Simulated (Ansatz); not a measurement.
The reference is SiC (space group P6_3mc, No. 186; a = 3.094 Å, c = 10.129 Å).

The change: a hydrostatic pressure of 9 GPa.

Calculations: PBE (Ansatz, a first-principles code, PAW, no SOC), earlier PAW set.

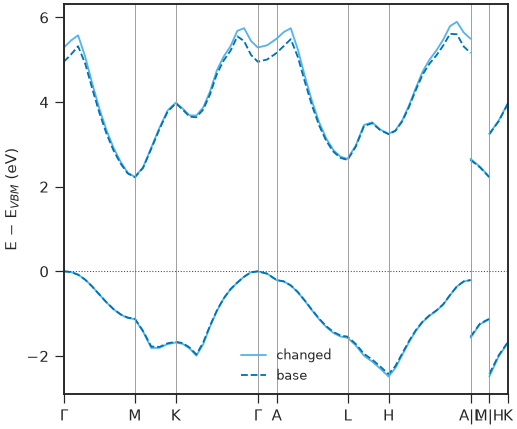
Highest valence and lowest conduction band along the path, each from its own valence-band maximum

The gap is 2.23 eV, indirect, Γ → M; the base has 2.22 eV.

Load acts through the strain it causes; cell and atoms are relaxed under it. Whether these cells are dynamically stable was not tested. Competing high-pressure phases were not computed.
